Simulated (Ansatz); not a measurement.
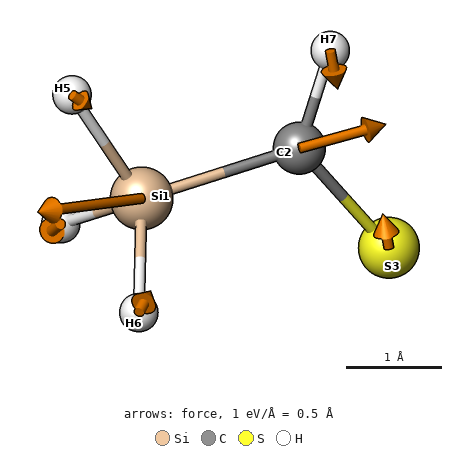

Starting geometry of CH₄SSi with the computed forces as orange arrows. The picture is a ball-and-stick view, seen at a tilt.

The run prepares an end point of a later path (torsion) calculation, from a guessed geometry.

All numbers below come from RKS B3LYP-D4/6-31G* in Ansatz.

Input
```yaml
crystal:
  periodic: [false, false, false]
  atoms:
    - { symbol: Si, position_ang: [-0.6209, 0.2235, -0.2323] }
    - { symbol: C, position_ang: [1.0196, -0.3375, 0.2539] }
    - { symbol: S, position_ang: [1.1364, -1.4175, 1.4976] }
    - { symbol: H, position_ang: [-1.4739, -0.8294, -0.7083] }
    - { symbol: H, position_ang: [-0.5455, 1.2141, -1.3971] }
    - { symbol: H, position_ang: [-1.3543, 1.0123, 0.8562] }
    - { symbol: H, position_ang: [1.8998, 0.0664, -0.3157] }
basis:
  gaussian: { orbitals: "6-31G*" }
hamiltonian:
  xc: b3lyp
  dispersion: d4
relax:
  f_tol: 0.015
  max_steps: 40
```

Launched with:
```bash
ansatz run input.yaml --threads 1 --pin off --max-ram 2048MiB --backend cpu --events-out ev --progress --plain --runs-dir out
```

> What follows when this structure is relaxed?

It isn't relaxed: the largest force vector, on Si1, is 3.29 eV/Å. The final displacements have little in common with the starting forces (cosine between the two patterns 0.16). The largest moves after the best rigid fit, 0.81 Å, are those of S3 and H7. Largest moves by element: S 0.81 Å, H 0.81 Å, Si 0.10 Å, C 0.10 Å. Near-neighbour distances that change, for instance: Si1–C2 1.801 → 1.894 Å, Si1–H4 1.436 → 1.480 Å, Si1–H5 1.531 → 1.489 Å, C2–H7 1.124 → 1.097 Å. Bond angles that change, for instance: Si1–C2–S3 118.1° → 124.8°, H4–Si1–H5 104.6° → 110.7°, S3–C2–H7 124.2° → 118.3°. Groups turn about Si1–C2 by about 60°. Over 18 accepted moves (20 points after the start) the energy falls by 0.262 eV. Largest force component: 2.6 eV/Å at the start, 0.0017 eV/Å at the end. The line search rejected the trial steps at points 3, 12 of the run. The forces were under the threshold at step 16, but the run went on from there.
